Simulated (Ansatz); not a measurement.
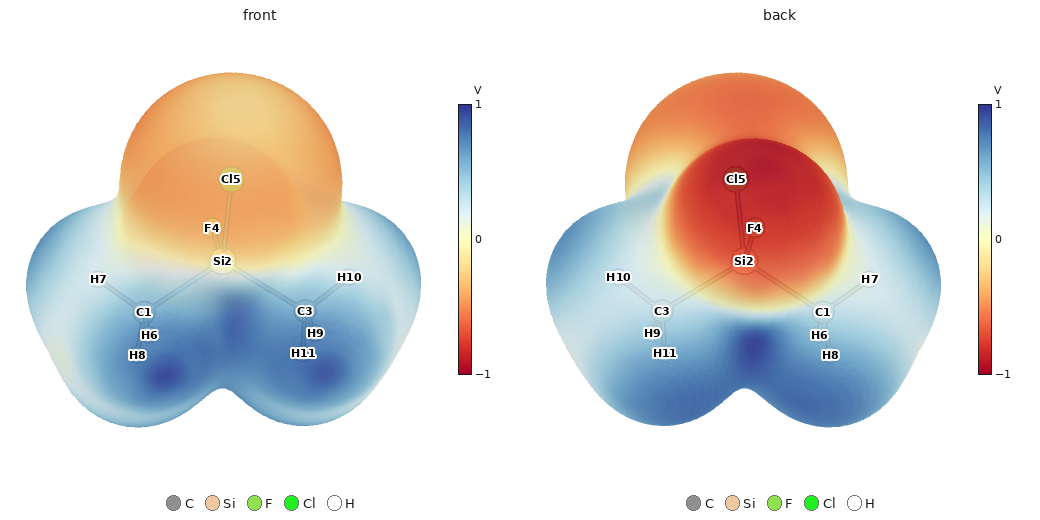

C₂H₆ClFSi (SMILES C[Si](C)(F)Cl). The electrostatic potential painted on the density surface at 0.001 e/bohr³, seen from the front and from behind; red is negative and blue positive.

Geometry: PBE0-D4/def2-TZVP.

The calculation used RKS PBE0-D4/def2-TZVPP (Ansatz).

Input

```
crystal:
  periodic: [false, false, false]
  atoms:
    - {symbol: C, position_ang: [-1.542887, 0.284103, 0.276294]}
    - {symbol: Si, position_ang: [0.123270, 0.337629, -0.519583]}
    - {symbol: C, position_ang: [1.396771, -0.752666, 0.256186]}
    - {symbol: F, position_ang: [-0.035570, -0.082963, -2.053337]}
    - {symbol: Cl, position_ang: [0.807111, 2.276389, -0.514495]}
    - {symbol: H, position_ang: [-1.481749, 0.601645, 1.319629]}
    - {symbol: H, position_ang: [-2.237483, 0.947615, -0.242759]}
    - {symbol: H, position_ang: [-1.947636, -0.730923, 0.247269]}
    - {symbol: H, position_ang: [1.561571, -0.471028, 1.298606]}
    - {symbol: H, position_ang: [2.347350, -0.669973, -0.274560]}
    - {symbol: H, position_ang: [1.074551, -1.796830, 0.227248]}
basis:
  gaussian: {orbitals: def2-TZVPP}
hamiltonian: {xc: pbe0, dispersion: d4}
output: {orbitals: {seedname: orbitals}}
```

Command:

```sh
ansatz run in.yaml --threads 4 --pin off --events-out ev --progress --plain --max-ram 10444MiB
```

Where is the surface potential most negative and most positive?

Answer. The most negative region (about −0.9 V) lies over F4, the most positive (about +0.9 V) over Si2, H6 and H9.
